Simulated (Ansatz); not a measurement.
```
V Mo Se
1.0
     6.66219    0.00000    0.00000
    -3.33110    5.76963    0.00000
     0.00000    0.00000    7.09207
V Mo Se
3 1 8
Direct
  0.50000 0.50000 0.00000
  0.50000 0.00000 0.00000
  0.00000 0.50000 0.00000
  0.00000 0.00000 0.00000
  0.65943 0.82971 0.22782
  0.66667 0.33333 0.22271
  0.17029 0.82971 0.22782
  0.17029 0.34057 0.22782
  0.82971 0.65943 0.77218
  0.82971 0.17029 0.77218
  0.33333 0.66667 0.77729
  0.34057 0.17029 0.77218
```

Space group P-3m1; a structure generated by program, which may or may not match a known phase; spin-polarised.

Theory: Ansatz, DFT PBE, scalar-relativistic, plane waves, PAW.

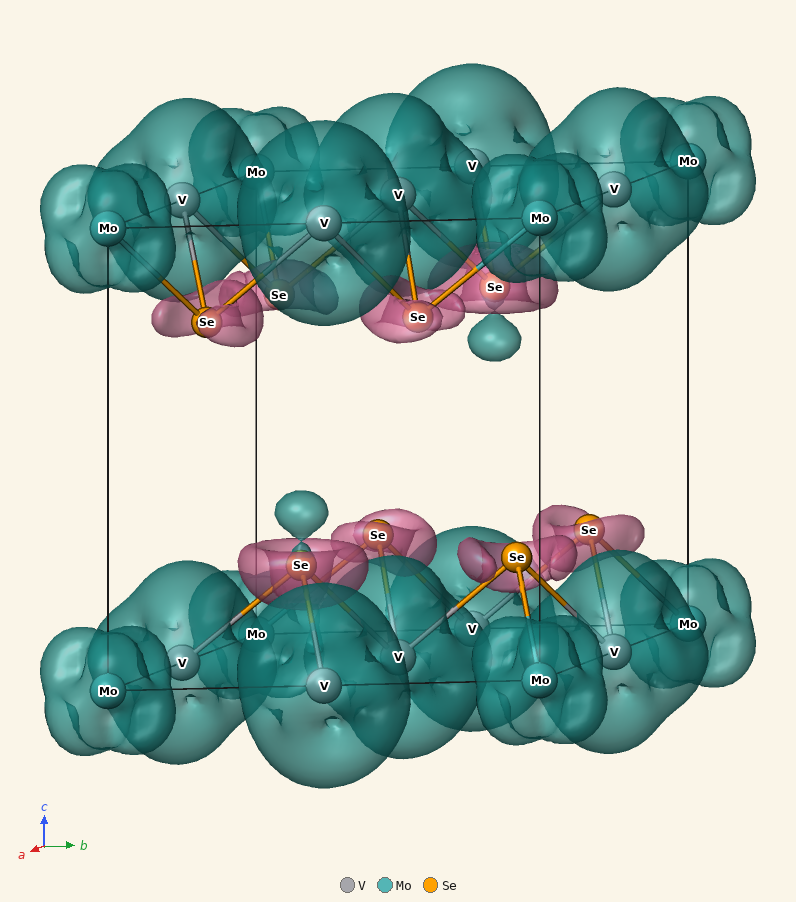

V₃MoSe₈. Isosurfaces of the magnetisation density (up minus down) at +0.006 (teal) and −0.006 e/Å³ (pink), seen slightly off an axis. Sticks mark near contacts.

Question: Which atoms carry the moments, and with what signs?

Answer: The spin density sits on V: +0.4 μB (×3) in one cell of 12 atoms, with smaller moments on other sites: Mo (up to +0.06 μB): parallel main moments (a ferromagnetic arrangement) in this solution. The cell of the calculation (12 atoms) carries 1.2 μB of net spin moment.
